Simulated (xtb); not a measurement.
# CF2GaNO: geometry relaxation (part 2 of 3)

CF2GaNO, SMILES O=C=[N][Ga]([F])[F]; GFN-FF, ALPB solvent woctanol (xtb 6.7.1). The geometry comes from this level: PBE0-D4/def2-TZVP.

Geometry of the input (Å):
```
O  2.0423  -1.8657  0.5956
C  1.0758  -1.2267  0.5395
N  0.0394  -0.6107  0.5455
Ga -0.7618  0.7577  -0.3000
F  0.0011  1.6388  -1.5789
F  -2.3547  1.2426  0.1521
```

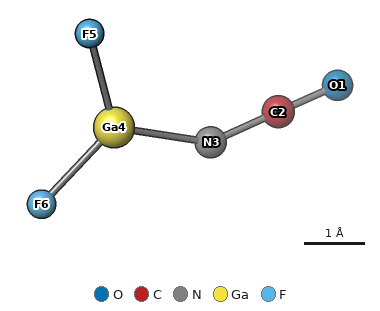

The geometry at step 4 of the log (ball-and-stick view, seen at a tilt; atoms are numbered from 1 in the order of the input).

**Log, continued**
```
........................................................................
.............................. CYCLE   10 ..............................
........................................................................
     iter. time                 ...        0 min,  0.000 sec
 * total energy  :    -1.0248149 Eh     change       -0.4684550E-03 Eh
   gradient norm :     0.0157693 Eh/α   predicted    -0.4142473E-03 ( -11.57%)
   displ. norm   :     0.0757896 α      lambda       -0.3663044E-03
   maximum displ.:     0.0425231 α      in ANC's #2, #7, #5, ...

........................................................................
.............................. CYCLE   11 ..............................
........................................................................
     iter. time                 ...        0 min,  0.000 sec
 * total energy  :    -1.0249739 Eh     change       -0.1589251E-03 Eh
   gradient norm :     0.0059987 Eh/α   predicted    -0.1842038E-03 (  15.91%)
   displ. norm   :     0.0810818 α      lambda       -0.1002092E-03
   maximum displ.:     0.0682068 α      in ANC's #4, #6, #1, ...

........................................................................
.............................. CYCLE   12 ..............................
........................................................................
     iter. time                 ...        0 min,  0.000 sec
 * total energy  :    -1.0250413 Eh     change       -0.6743537E-04 Eh
   gradient norm :     0.0075452 Eh/α   predicted    -0.5043327E-04 ( -25.21%)
   displ. norm   :     0.0710020 α      lambda       -0.8849657E-04
   maximum displ.:     0.0627170 α      in ANC's #4, #1, #7, ...

........................................................................
.............................. CYCLE   13 ..............................
........................................................................
     iter. time                 ...        0 min,  0.000 sec
 * total energy  :    -1.0251122 Eh     change       -0.7092909E-04 Eh
   gradient norm :     0.0086370 Eh/α   predicted    -0.4447228E-04 ( -37.30%)
   displ. norm   :     0.1306694 α      lambda       -0.1854424E-03
   maximum displ.:     0.1196499 α      in ANC's #4, #7, #2, ...

........................................................................
.............................. CYCLE   14 ..............................
........................................................................
     iter. time                 ...        0 min,  0.000 sec
 * total energy  :    -1.0252323 Eh     change       -0.1200947E-03 Eh
   gradient norm :     0.0109894 Eh/α   predicted    -0.9430339E-04 ( -21.48%)
   displ. norm   :     0.0713681 α      lambda       -0.1108321E-03
   maximum displ.:     0.0649584 α      in ANC's #4, #7, #8, ...

........................................................................
.............................. CYCLE   15 ..............................
........................................................................
     iter. time                 ...        0 min,  0.000 sec
 * total energy  :    -1.0253190 Eh     change       -0.8669314E-04 Eh
   gradient norm :     0.0097568 Eh/α   predicted    -0.5569809E-04 ( -35.75%)
   displ. norm   :     0.1404125 α      lambda       -0.1748197E-03
   maximum displ.:     0.1219996 α      in ANC's #4, #7, #1, ...

........................................................................
.............................. CYCLE   16 ..............................
........................................................................
     iter. time                 ...        0 min,  0.000 sec
 * total energy  :    -1.0254400 Eh     change       -0.1210260E-03 Eh
   gradient norm :     0.0083833 Eh/α   predicted    -0.8913365E-04 ( -26.35%)
   displ. norm   :     0.0930234 α      lambda       -0.1190320E-03
   maximum displ.:     0.0761135 α      in ANC's #4, #7, #2, ...

........................................................................
.............................. CYCLE   17 ..............................
........................................................................
     iter. time                 ...        0 min,  0.000 sec
 * total energy  :    -1.0255232 Eh     change       -0.8316797E-04 Eh
   gradient norm :     0.0037444 Eh/α   predicted    -0.6003073E-04 ( -27.82%)
   displ. norm   :     0.1802829 α      lambda       -0.9443863E-04
   maximum displ.:     0.1571106 α      in ANC's #4, #7, #6, ...

........................................................................
.............................. CYCLE   18 ..............................
........................................................................
     iter. time                 ...        0 min,  0.000 sec
 * total energy  :    -1.0255332 Eh     change       -0.9954641E-05 Eh
   gradient norm :     0.0095163 Eh/α   predicted    -0.4875384E-04 ( 389.76%)
   displ. norm   :     0.0617448 α      lambda       -0.9865359E-04
   maximum displ.:     0.0562243 α      in ANC's #4, #1, #7, ...

........................................................................
.............................. CYCLE   19 ..............................
........................................................................
     iter. time                 ...        0 min,  0.000 sec
 * total energy  :    -1.0255705 Eh     change       -0.3731791E-04 Eh
   gradient norm :     0.0029041 Eh/α   predicted    -0.4951588E-04 (  32.69%)
   displ. norm   :     0.0209846 α      lambda       -0.7674746E-05
   maximum displ.:     0.0185774 α      in ANC's #4, #1, #7, ...

........................................................................
.............................. CYCLE   20 ..............................
........................................................................
     iter. time                 ...        0 min,  0.000 sec
 * total energy  :    -1.0255756 Eh     change       -0.5172379E-05 Eh
   gradient norm :     0.0012576 Eh/α   predicted    -0.3840267E-05 ( -25.75%)
   displ. norm   :     0.0431316 α      lambda       -0.4328724E-05
   maximum displ.:     0.0371826 α      in ANC's #4, #7, #1, ...
 * RMSD in coord.:     0.6857107 α      energy gain  -0.9994789E-02 Eh

generating ANC from exact Hessian ...
Using GFN-FF Lindh-Hessian
 Shifting diagonal of input Hessian by    9.8240760701318701E-003
 Lowest  eigenvalues of input Hessian
    0.000000    0.000000    0.000000    0.000000    0.000000    0.000000
    0.010000    0.010698    0.011065    0.100350    0.111283    0.287244
    0.312044    0.928524    1.408124    1.464410    2.051690    3.286844
 Highest eigenvalues
    0.312044    0.928524    1.408124    1.464410    2.051690    3.286844

........................................................................
.............................. CYCLE   21 ..............................
........................................................................
     iter. time                 ...        0 min,  0.000 sec
 * total energy  :    -1.0255794 Eh     change       -0.3781487E-05 Eh
   gradient norm :     0.0018809 Eh/α   predicted     0.0000000E+00 (-100.00%)
   displ. norm   :     0.0142736 α      lambda       -0.3803070E-05
   maximum displ.:     0.0108229 α      in ANC's #3, #2, #4, ...

........................................................................
.............................. CYCLE   22 ..............................
........................................................................
     iter. time                 ...        0 min,  0.000 sec
 * total energy  :    -1.0255818 Eh     change       -0.2358170E-05 Eh
   gradient norm :     0.0012285 Eh/α   predicted    -0.1900858E-05 ( -19.39%)
   displ. norm   :     0.0433177 α      lambda       -0.9089616E-05
   maximum displ.:     0.0386430 α      in ANC's #2, #1, #4, ...

........................................................................
.............................. CYCLE   23 ..............................
........................................................................
     iter. time                 ...        0 min,  0.000 sec
 * total energy  :    -1.0255614 Eh     change        0.2042598E-04 Eh
   gradient norm :     0.0048842 Eh/α   predicted    -0.4548486E-05 (-122.27%)
   displ. norm   :     0.0185587 α      lambda       -0.3007379E-04
   maximum displ.:     0.0157153 α      in ANC's #2, #3, #1, ...

........................................................................
.............................. CYCLE   24 ..............................
........................................................................
     iter. time                 ...        0 min,  0.000 sec
 * total energy  :    -1.0255821 Eh     change       -0.2070486E-04 Eh
   gradient norm :     0.0020451 Eh/α   predicted    -0.1504163E-04 ( -27.35%)
   displ. norm   :     0.0119457 α      lambda       -0.7644370E-05
   maximum displ.:     0.0102375 α      in ANC's #2, #3, #1, ...

........................................................................
.............................. CYCLE   25 ..............................
........................................................................
     iter. time                 ...        0 min,  0.000 sec
 * total energy  :    -1.0255862 Eh     change       -0.4106586E-05 Eh
   gradient norm :     0.0006575 Eh/α   predicted    -0.3823214E-05 (  -6.90%)
   displ. norm   :     0.0056338 α      lambda       -0.8914683E-06
   maximum displ.:     0.0044470 α      in ANC's #4, #3, #1, ...

   *** GEOMETRY OPTIMIZATION CONVERGED AFTER 25 ITERATIONS ***

------------------------------------------------------------------------
 total energy gain   :        -0.0100053 Eh       -6.2784 kcal/mol
 total RMSD          :         0.6945366 a0        0.3675 Å
 total power (kW/mol):        -1.0507580 (step)********** (real)
------------------------------------------------------------------------

 ANCopt (total)                0 d,  0 h,  0 min,  0.002 sec
 optimizer setup                ...        0 min,  0.000 sec (  2.774%)
 model hessian                  ...        0 min,  0.000 sec (  2.614%)
 ANC generation                 ...        0 min,  0.000 sec (  3.700%)
 coordinate transformation      ...        0 min,  0.000 sec (  1.421%)
 single point calculation       ...        0 min,  0.001 sec ( 46.988%)
 optimization log               ...        0 min,  0.000 sec ( 12.616%)
 hessian update                 ...        0 min,  0.000 sec (  1.201%)
 rational function              ...        0 min,  0.000 sec ( 13.645%)

================
 final structure:
================
$coord
        3.52962858915805       -4.09330491237197        1.83914358265998      o
        2.20008610703760       -2.53902844331677        1.13403869589752      c
        0.72462150947747       -0.82505776389964        0.36462756097293      n
       -1.44990884439614        1.65606361654032       -0.77599948732790      ga
       -0.47536351269000        3.65259775299431       -3.23835069884784      f
       -4.44950637874097        2.02778727807875        0.58923499968733      f
$end

 Bond Distances (Angstroems)
 ---------------------------
O1-C2=1.1449         C2-O1=1.1449         C2-N3=1.2641         N3-C2=1.2641         N3-Ga4=1.8472        Ga4-N3=1.8472
Ga4-F5=1.7550        Ga4-F6=1.7551        F5-Ga4=1.7550        F6-Ga4=1.7551
 N  C  Rav=1.2641 sigma=0.0000  Rmin=1.2641  Rmax=1.2641     1
 O  C  Rav=1.1449 sigma=0.0000  Rmin=1.1449  Rmax=1.1449     1
 Ga N  Rav=1.8472 sigma=0.0000  Rmin=1.8472  Rmax=1.8472     1
 Ga F  Rav=1.7550 sigma=0.0000  Rmin=1.7550  Rmax=1.7551     2

 selected bond angles (degree)
 --------------------
N3-C2-O1=179.71                Ga4-N3-C2=179.44               F5-Ga4-N3=119.17               F6-Ga4-N3=120.57
F6-Ga4-F5=120.26

 selected dihedral angles (degree)
 ---------------------------------
Ga4-N3-C2-O1=275.63           F5-Ga4-N3-C2=255.33           F6-Ga4-N3-C2= 75.60
           -------------------------------------------------
          |                Final Singlepoint                |
           -------------------------------------------------
         :::::::::::::::::::::::::::::::::::::::::::::::::::::
         ::                     SUMMARY                     ::
         :::::::::::::::::::::::::::::::::::::::::::::::::::::
         :: total energy              -1.025586167785 Eh    ::
         :: total w/o Gsolv           -1.017241158924 Eh    ::
         :: total w/o Gsasa/hb        -1.019395593656 Eh    ::
         :: gradient norm              0.000657710981 Eh/a0 ::
         ::.................................................::
         :: bond energy               -0.999284700984 Eh    ::
         :: angle energy               0.000004880821 Eh    ::
         :: torsion energy             0.000077115898 Eh    ::
         :: repulsion energy           0.057574121502 Eh    ::
         :: electrostat energy        -0.074176090071 Eh    ::
         :: dispersion energy         -0.002123383097 Eh    ::
         :: HB energy                  0.000000000000 Eh    ::
         :: XB energy                  0.000000000000 Eh    ::
         :: bonded atm energy          0.000686897008 Eh    ::
         :: external energy            0.000000000000 Eh    ::
         :: -> Gsolv                  -0.008345008861 Eh    ::
         ::    -> Gborn               -0.002154434732 Eh    ::
         ::    -> Gsasa               -0.006006453892 Eh    ::
         ::    -> Ghb                 -0.002716760405 Eh    ::
         ::    -> Gshift               0.002532640167 Eh    ::
         :: add. restraining           0.000000000000 Eh    ::
         :: total charge              -0.000000000000 e     ::
         :::::::::::::::::::::::::::::::::::::::::::::::::::::

           -------------------------------------------------
          |                Property Printout                |
           -------------------------------------------------

molecular dipole:
                 x           y           z       tot (Debye)
 q only:       -0.469       0.544      -0.247       1.931
           -------------------------------------------------
          |                Geometry Summary                 |
           -------------------------------------------------

      molecular mass/u    :      149.7367164
   center of mass at/Å    :       -0.3590970       0.4093905      -0.1988998
  moments of inertia/u·Å² :        0.8799970E+02   0.4186217E+03   0.5066193E+03
rotational constants/cm⁻¹ :        0.1915647E+00   0.4026937E-01   0.3327476E-01

 * 5 selected distances

     #   Z          #   Z                                           value/Å
     1   8 o        2   6 c                                       1.1448627 (min)
     2   6 c        3   7 n                                       1.2641340
     3   7 n        4  31 ga                                      1.8472437 (max)
     4  31 ga       5   9 f                                       1.7550075
     4  31 ga       6   9 f                                       1.7550528

 * 4 distinct bonds (by element types)

   Z      Z             #   av. dist./Å        max./Å        min./Å
   6 C    7 N           1     1.2641340     1.2641340     1.2641340
   6 C    8 O           1     1.1448627     1.1448627     1.1448627
   7 N   31 Ga          1     1.8472437     1.8472437     1.8472437
   9 F   31 Ga          2     1.7550302     1.7550528     1.7550075

optimized geometry written to: xtbopt.coord

           -------------------------------------------------
          | TOTAL ENERGY               -1.025586167785 Eh   |
          | GRADIENT NORM               0.000657710981 Eh/α |
           -------------------------------------------------
########################################################################
[WARNING] Runtime exception occurred
-1- gfnff_setup: Could not read topology file.
########################################################################

------------------------------------------------------------------------
------------------------------------------------------------------------
 total:
 *  cpu-time:     0 d,  0 h,  0 min,  0.005 sec
 * ratio c/w:     0.989 speedup
 SCF:
 *  cpu-time:     0 d,  0 h,  0 min,  0.000 sec
 * ratio c/w:     0.995 speedup
 ANC optimizer:
 *  cpu-time:     0 d,  0 h,  0 min,  0.003 sec
 * ratio c/w:     0.981 speedup
```

**Standard error**
```
normal termination of xtb
```

**Trajectory as extended XYZ (Å, eV, eV/Å), 25 frames, from step=0 to step=24**
```
6
Properties=species:S:1:pos:R:3 step=0 energy=-27.63536
O     2.0423   -1.8657    0.5956
C     1.0758   -1.2267    0.5395
N     0.0394   -0.6107    0.5455
Ga   -0.7618    0.7577   -0.3000
F     0.0011    1.6388   -1.5789
F    -2.3547    1.2426    0.1521
6
Properties=species:S:1:pos:R:3 step=1 energy=-27.77085
O     2.0577   -1.8840    0.6056
C     1.1027   -1.2506    0.5459
N     0.0356   -0.6084    0.5442
Ga   -0.7733    0.7719   -0.3034
F    -0.0047    1.6522   -1.5897
F    -2.3758    1.2550    0.1512
6
Properties=species:S:1:pos:R:3 step=2 energy=-27.80105
O     2.0694   -1.9055    0.6153
C     1.1216   -1.2671    0.5547
N     0.0402   -0.6089    0.5390
Ga   -0.7809    0.7887   -0.3042
F    -0.0115    1.6662   -1.6031
F    -2.3967    1.2625    0.1520
6
Properties=species:S:1:pos:R:3 step=3 energy=-27.80748
O     2.0856   -1.9052    0.6429
C     1.1228   -1.2926    0.5457
N     0.0482   -0.6108    0.5298
Ga   -0.7867    0.7997   -0.3072
F    -0.0172    1.6782   -1.6133
F    -2.4106    1.2667    0.1559
6
Properties=species:S:1:pos:R:3 step=4 energy=-27.80490
O     2.0806   -1.9738    0.6394
C     1.1600   -1.2936    0.5871
N     0.0759   -0.6078    0.5112
Ga   -0.7915    0.8416   -0.2990
F    -0.0343    1.7034   -1.6429
F    -2.4486    1.2663    0.1579
6
Properties=species:S:1:pos:R:3 step=5 energy=-27.82317
O     2.0787   -1.9472    0.6451
C     1.1415   -1.2948    0.5687
N     0.0744   -0.6023    0.5176
Ga   -0.7943    0.8170   -0.3116
F    -0.0272    1.6977   -1.6279
F    -2.4309    1.2655    0.1620
6
Properties=species:S:1:pos:R:3 step=6 energy=-27.83130
O     2.0762   -1.9507    0.6567
C     1.1384   -1.2995    0.5667
N     0.0865   -0.5950    0.5089
Ga   -0.7984    0.8146   -0.3189
F    -0.0305    1.7039   -1.6276
F    -2.4301    1.2626    0.1681
6
Properties=species:S:1:pos:R:3 step=7 energy=-27.85132
O     2.0648   -1.9844    0.6965
C     1.1410   -1.3156    0.5727
N     0.1346   -0.5658    0.4707
Ga   -0.8142    0.8175   -0.3424
F    -0.0478    1.7328   -1.6339
F    -2.4363    1.2516    0.1902
```
